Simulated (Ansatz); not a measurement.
Consider ClH₃SSi₂ (SMILES Cl[SiH]1[SiH2]S1).

```xyz
7

Cl   -2.5672    0.8587    0.2466
Si   -0.7634    0.4147   -0.6122
Si    0.8361   -0.6894    0.4970
S     0.9372    1.4457    0.1476
H    -0.9385    0.4587   -2.0773
H     0.6556   -1.0759    1.9152
H     1.9014   -1.4807   -0.1625
```

Geometry: PBE0-D4/def2-TZVP.

These are results of RKS PBE0-D4/def2-TZVPP in Ansatz 0.2.0, not measurements.

Question: Predict the electron density and electron localisation function between the atoms.

Answer: Si–Cl (2.05 Å): ρ at the midpoint is about 0.91 e/Å³; the ELF peaks at about 0.85 between the atoms (a shared but strongly polarised pair).
Si–Si (2.24 Å): the density is about 0.63 e/Å³ at the midpoint; the ELF peaks at about 0.85 between the atoms; localised, covalent bonding.
Si–H (1.48 Å): the density is about 0.81 e/Å³ at the midpoint; the ELF climbs to about 1 towards the hydrogen, as it does in any bond to H.

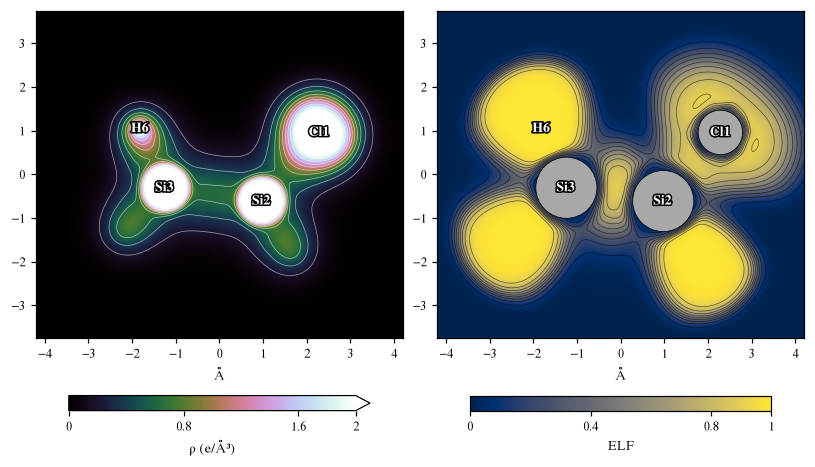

Computed electron density and electron localisation function on the plane of atoms Si2, Si3 and H6, in this order. Grey discs cover the atomic cores in the ELF map. 
